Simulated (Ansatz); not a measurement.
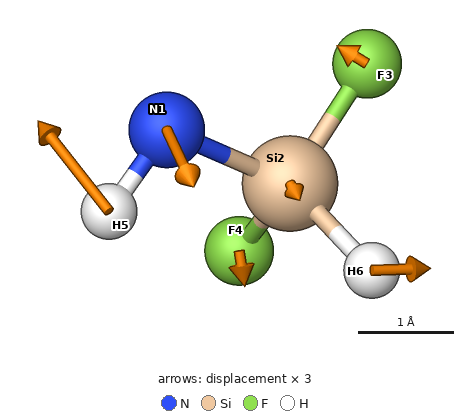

A relaxation of SiNH2F2 (multiplicity 2) (coarse preliminary run). The starting structure is drawn; orange arrows show the displacements, magnified 3 times. The two geometries are superimposed by the best rigid fit.

The picture is a ball-and-stick view, seen at a tilt.

The start comes from a force field.

Level of theory: UKS PBE-D4/def2-SVP (Ansatz).

Input
```yaml
crystal:
  periodic: [false, false, false]
  atoms:
    - {symbol: N, position_ang: [0.005100, 0.846700, -1.042700]}
    - {symbol: Si, position_ang: [0.194500, -0.267600, 0.234500]}
    - {symbol: F, position_ang: [1.601000, -0.950600, 0.053300]}
    - {symbol: F, position_ang: [-0.871800, -1.370400, 0.135000]}
    - {symbol: H, position_ang: [-0.998000, 1.235900, -0.970100]}
    - {symbol: H, position_ang: [0.111300, 0.441900, 1.543800]}
basis:
  gaussian: {orbitals: def2-SVP}
magnetization: {spin_polarized: true, initial_magnetization: 1}
hamiltonian: {xc: pbe, dispersion: d4}
relax: {f_tol: 0.03, max_steps: 200}
```

> What did the optimiser do to the structure, and how much energy did it gain?

After 9 accepted moves (10 points after the start) the energy has fallen by 30.7 kJ/mol. Largest force component: 2.9 eV/Å at the start, 0.02 eV/Å at the end. The line search rejected the trial step at point 4 of the run. The forces were under the threshold at step 8, but the run went on from there. H5 moves most after the best rigid fit: 0.46 Å. Largest moves by element: H 0.46 Å, N 0.35 Å, F 0.13 Å, Si 0.09 Å. Near-neighbour distances that change, for instance: Si2–F4 1.537 → 1.631 Å, Si2–F3 1.574 → 1.625 Å, N1–Si2 1.706 → 1.754 Å, N1–H5 1.078 → 1.038 Å. Among the angles between lasting bonds that change: Si2–N1–H5 106.8° → 115.0°, N1–Si2–F4 110.1° → 114.7°, F4–Si2–H6 111.1° → 109.0°. Groups turn about N1–Si2 by about 55°. The run took about 40 core-seconds on a shared host.
